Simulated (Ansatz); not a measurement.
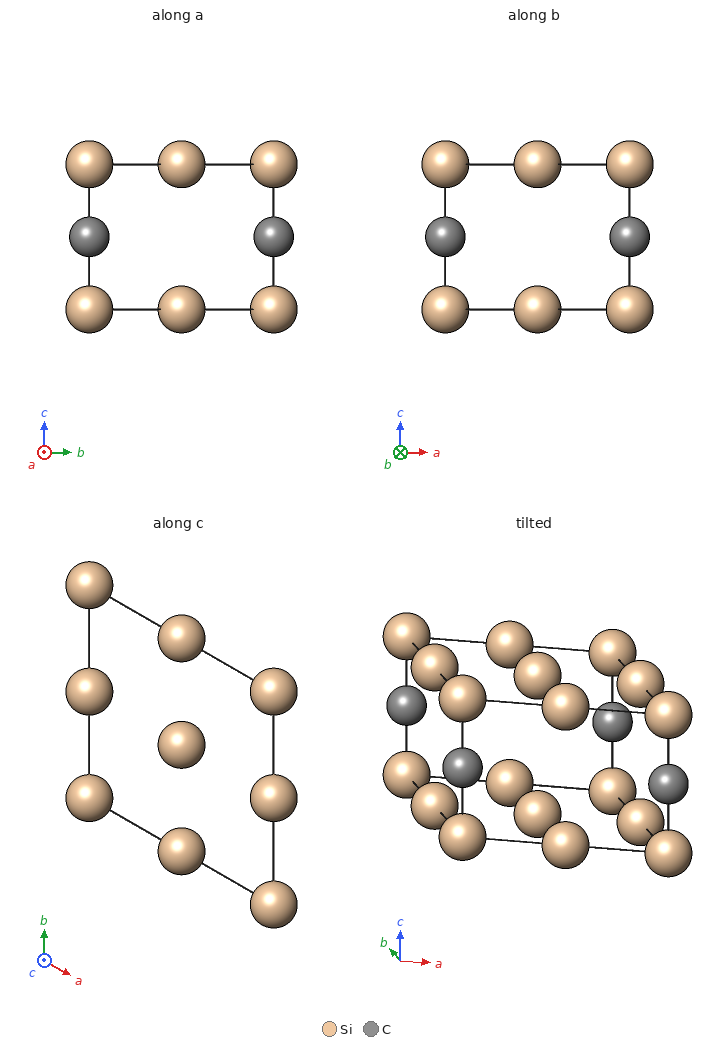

An orthographic spheres-only view of the structure, along the a axis, along the b axis, along the c axis and slightly off an axis. Thin lines show the conventional unit cell, with boundary atoms drawn in all their periodic places.

Lattice parameters: a = 5.1618 Å, b = 5.1618 Å, c = 3.5194 Å, α = 90.000°, β = 90.000°, γ = 120.000°.

Question: Write down what is shown as a CIF in P1 with every atom of the cell.

Answer:
```cif
data_structure
_symmetry_space_group_name_H-M 'P 1'
_symmetry_Int_Tables_number 1
_cell_length_a 5.1618
_cell_length_b 5.1618
_cell_length_c 3.5194
_cell_angle_alpha 90.000
_cell_angle_beta 90.000
_cell_angle_gamma 120.000
_cell_volume 81.21
loop_
_atom_site_label
_atom_site_type_symbol
_atom_site_fract_x
_atom_site_fract_y
_atom_site_fract_z
_atom_site_occupancy
Si1 Si 0.0000 0.0000 0.0000 1
Si2 Si 0.5000 0.0000 0.0000 1
Si3 Si 0.0000 0.5000 0.0000 1
Si4 Si 0.5000 0.5000 0.0000 1
C1 C 0.0000 0.0000 0.5000 1
```

The structure was taken from a random cell made by a generator, so it need not be a real form of the compound. Earlier steps of the study may have refined or changed the cell and positions. Ansatz was used for an electronic-structure calculation on it.
